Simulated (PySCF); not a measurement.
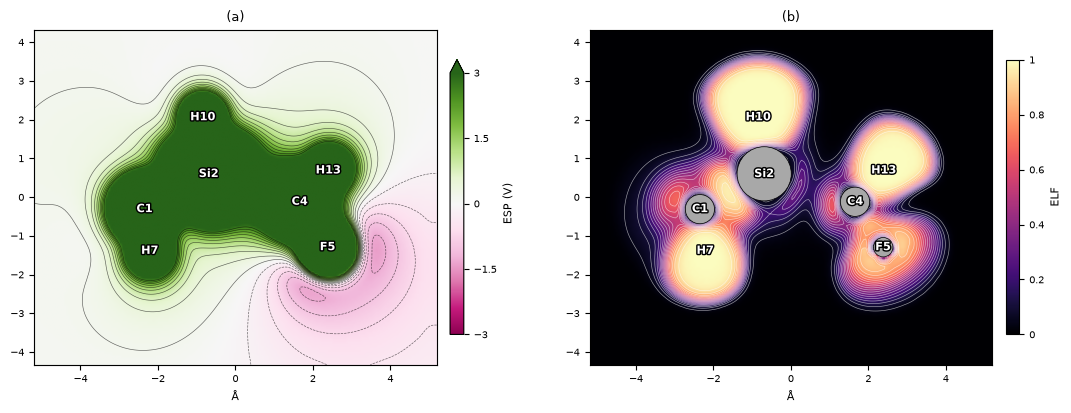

*C4H9FSi. (a) electrostatic potential; (b) electron localisation function on the plane of atoms F5, C4 and H13. Grey discs cover the atomic cores in the ELF map.*

Geometry: GFN2-xTB.

Method: PySCF, wB97X-D/def2-SVPD, SCF density, gas phase.

Input

```
{"job": {"kind": "uv", "xc": "wB97X-D", "basis": "def2-SVPD", "nstates": 8, "ntriplets": 3}, "charge": 0, "multiplicity": 1}
C      2.273109    -0.067108    -0.256066
Si     0.618798     0.207811     0.622823
C     -0.766764     1.123946    -0.329235
C     -1.730700    -0.032991    -0.044735
F     -2.464504    -0.404056    -1.153550
C     -0.746854    -1.117087     0.408708
H      2.135413    -0.405513    -1.278735
H      2.866190    -0.811973     0.264310
H      2.850952     0.850932    -0.282977
H      0.783127     0.666946     2.007458
H     -1.122682     2.090892     0.013738
H     -0.586908     1.197030    -1.399893
H     -2.463811     0.214918     0.728062
H     -1.090267    -1.696472     1.260587
H     -0.559512    -1.809286    -0.409754
```

Run with:

```sh
OMP_NUM_THREADS=1 python probes_run.py task.json out
```

Read the bonding off the picture.

Answer. The plane passes through C, Si, F and H nuclei.
C–F (1.38 Å): the ELF peaks at about 0.85 between the atoms: a polar covalent bond.
C–Si (1.89 Å): the ELF peaks at about 0.95 between the atoms, as expected for localised, covalent bonding.
C–H (1.09 Å): the ELF climbs to about 1 towards the hydrogen, as it does in any bond to H; an ordinary covalent bond to hydrogen.
Si–H (1.47 Å): the ELF climbs to about 1 towards the hydrogen.
The ELF also peaks beside F5, away from the bonds: lone-pair regions.
Outside the dense part of the molecule the potential is most negative (−1.4 V) near F5.
